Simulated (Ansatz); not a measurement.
# B2PLYP/6-31G(d) (spherical functions) run of BBr2Cl (dibromo(chloro)borane)

What is the energy change on altering one bond length of BBr2Cl (dibromo(chloro)borane) at B2PLYP/6-31G* (spherical functions)? 

The calculation is run with Ansatz 0.2.0.

51 further runs of the same task are left out: 2 that didn't finish, 49 set aside as unsound or not needed.

### Step 1. The system as given

BBr2Cl has 4 atoms, charge 0, and is taken as a singlet. As SMILES, `ClB(Br)Br`. The coordinates come from a PBE0-D4/def2-TZVP relaxation.

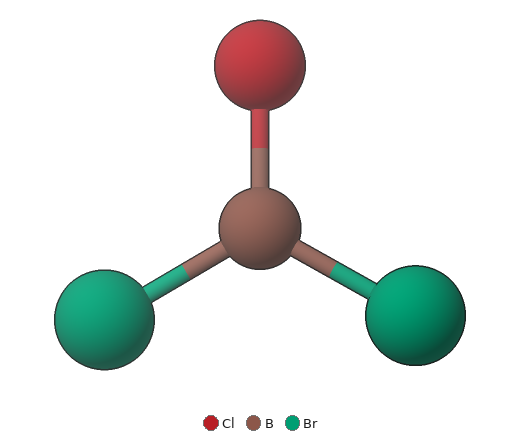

The structure, seen from a chosen angle (chlorine red, boron brown, bromine teal).

### Step 2. The energy at B2PLYP/6-31G(d) (spherical functions)

Input file molecule.yaml:

```yaml
crystal:
  periodic: [false, false, false]
  atoms:
    - {symbol: Cl, position_ang: [-0.203300, -1.644940, 0.633550]}
    - {symbol: B, position_ang: [-0.004820, -0.039040, 0.015030]}
    - {symbol: Br, position_ang: [1.283490, 1.123730, 0.785650]}
    - {symbol: Br, position_ang: [-1.075360, 0.560270, -1.434250]}
basis:
  gaussian:
    orbitals: 6-31G_st_-spherical.json
hamiltonian:
  xc: {name: B2PLYP}
correlation:
  frozen_orbitals: {B: 1, Br: 9, Cl: 5}
accuracy: high
output: {orbitals: {seedname: orbitals}}
```

The basis set 6-31G* is read from a file made from the Basis Set Exchange's data (not shown).

Started as:

```console
$ ansatz run molecule.yaml --threads 1 --pin off --max-ram 3480MiB --events-out events.jsonl --progress --plain --runs-dir runs
```

Log:

```text
Warning: RAYON_NUM_THREADS=1 ignored (pool sized by the plan → 1); use --threads N
Functional definition: B2PLYP
  name "B2PLYP"
  parameter a = 0.53
  parameter c = 0.27
  exchange = (1 - a)*b88_x + a*exact_x
  correlation = (1 - c)*lyp_c + c*(mp2_os + mp2_ss)
1835 factors; integrals over basis functions are off by at most 4.1e-9 eV
mean field evaluation 1: about -153243.8503 eV, gradient 1.5e1 eV
mean field evaluation 2: about -153244.0134 eV, gradient 1.5e1 eV
mean field evaluation 4: about -153244.7602 eV, gradient 1.2e0 eV
mean field evaluation 8: about -153244.7688 eV, gradient 2.0e-2 eV
mean field evaluation 16: about -153244.7688 eV, gradient 6.2e-6 eV
mean field -153244.76879214 eV, -5631.6413800760 hartree, gradient 1.8e-8 eV, S^2 0.000000; 0 other end points of the search recorded, 0 dependent functions left out
24 core orbitals not correlated: weight in the atoms' cores, before any rotation towards them, 1.000 or more for the frozen orbitals, at most 0.000 for the correlated occupied ones
reference -153244.76881427 eV, -5631.6413808893 hartree; 22, 22 occupied and 50, 50 virtual orbitals, 1835 factors
second order -23.03320556 eV of doubles, -0.00000000 eV of singles
Total energy: -153250.98777977 eV, -5631.8699236562 hartree
```

It took 18 s on 1 thread of Arm Neoverse V1, shared host; peak memory 0.38 GiB.

### Step 3. The distorted shape, same level

Input file input.yaml:

```yaml
basis:
  gaussian: {orbitals: 6-31G_st_-spherical.json}
crystal:
  periodic: [false, false, false]
  atoms:
    - {symbol: Cl, position_ang: [1.081362, -2.364120, 2.372705]}
    - {symbol: B, position_ang: [1.279842, -0.758220, 1.754185]}
    - {symbol: Br, position_ang: [2.568152, 0.404550, 2.524805]}
    - {symbol: Br, position_ang: [-1.075360, 0.560270, -1.434250]}
hamiltonian: {xc: {name: B2PLYP}}
correlation: {frozen_orbitals: {B: 1, Br: 9, Cl: 5}}
accuracy: high
output: {orbitals: {seedname: orbitals}}
```

The basis set 6-31G* is read from a file made from the Basis Set Exchange's data (not shown).

Started as:

```console
$ ansatz run input.yaml --threads 1 --pin off --max-ram 3480MiB --events-out events.jsonl --progress --plain --runs-dir runs
```

Log, shortened:

```text
Warning: RAYON_NUM_THREADS=1 ignored (pool sized by the plan → 1); use --threads N
[... 2 set-up lines as earlier in the session ...]
[...]
1719 factors; integrals over basis functions are off by at most 4.9e-9 eV
[...]
mean field -153239.59315485 eV, -5631.4511789137 hartree, gradient 3.3e-8 eV, S^2 0.000000; 6 other end points of the search recorded, 0 dependent functions left out; unrestricted orbitals would lower it
24 core orbitals not correlated: weight in the atoms' cores, before any rotation towards them, 1.000 or more for the frozen orbitals, at most 0.000 for the correlated occupied ones
reference -153239.59318043 eV, -5631.4511798541 hartree; 22, 22 occupied and 50, 50 virtual orbitals, 1719 factors
second order -25.11763184 eV of doubles, -0.00000000 eV of singles
Total energy: -153246.37494103 eV, -5631.7004049591 hartree
```

Wall time 27 s (1 thread of Arm Neoverse V1, shared host); peak memory 0.49 GiB.

### Step 4. Results

At B2PLYP/6-31G* (spherical functions), 24 core orbitals frozen:

| quantity | value |
| --- | --- |
| first shape: total energy | -5631.86992 Eh |
| first shape: HOMO energy (SCF part's orbitals) | -9.51 eV |
| first shape: LUMO energy (SCF part's orbitals) | -0.54 eV |
| first shape: HOMO–LUMO gap (SCF part's orbitals) | 8.97 eV |
| distorted shape: total energy | -5631.70040 Eh |
| distorted shape: HOMO energy (SCF part's orbitals) | -7.41 eV |
| distorted shape: LUMO energy (SCF part's orbitals) | -4.68 eV |
| distorted shape: HOMO–LUMO gap (SCF part's orbitals) | 2.73 eV |
| energy change with the B2–Br4 bond stretched from 1.899 to 4.178 Å | 4.613 eV |

What this shows: With the B2–Br4 bond stretched from 1.899 to 4.178 Å the energy rises by 4.61 eV (106 kcal/mol). The first shape isn't relaxed at this level, so the change isn't measured from a minimum. The restricted solution (distorted shape) is unstable to spin breaking: an unrestricted one lies lower.
